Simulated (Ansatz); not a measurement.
System: CH$_{5}$GaO$_{3}$.

```xyz
10

O    -1.9667    0.0020   -0.7897
C    -1.2438   -0.2833    0.3920
Ga    0.6909   -0.0257    0.0900
O     0.9526    1.0678   -1.3017
O     2.1967   -0.5821    0.8689
H    -1.5420    0.7282   -1.2549
H    -1.5736    0.3446    1.2315
H    -1.4610   -1.3169    0.6708
H     1.8702    1.2469   -1.5147
H     2.0769   -1.1814    1.6078
```

Geometry: PBE0-D4/def2-TZVP.

Theory: RKS PBE0-D4/def2-TZVPP (Ansatz 0.2.0).

Question: Predict the electron density and electron localisation function between the atoms.

Answer: Ga–O (1.78 Å): the density is about 0.93 e/Å³ at the midpoint; the ELF peaks at about 0.85 in the valence shell of O, 0.6 Å from its nucleus, and is about 0.25 at the midpoint.
C–Ga (1.97 Å): ρ is about 0.8 e/Å³ halfway; the ELF peaks at about 0.95 in the valence shell of C, 0.7 Å from its nucleus, and is about 0.60 at the midpoint.
O–H (0.96 Å): ρ at the midpoint is about 3.8 e/Å³; the ELF climbs to about 1 towards the hydrogen, as it does in any bond to H; an ordinary covalent bond to hydrogen.

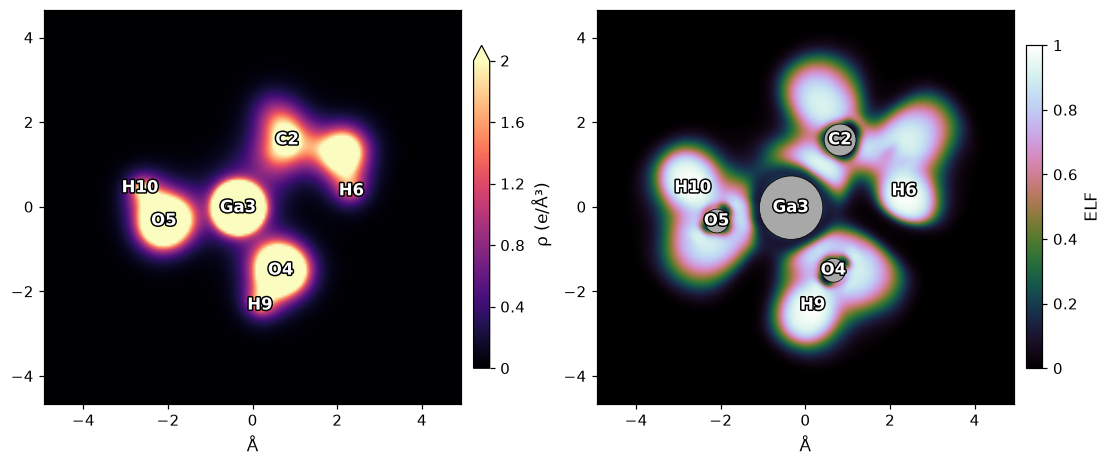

Computed electron density and electron localisation function on the plane of atoms Ga3, O5 and H10, in this order. Grey discs cover the atomic cores in the ELF map. 
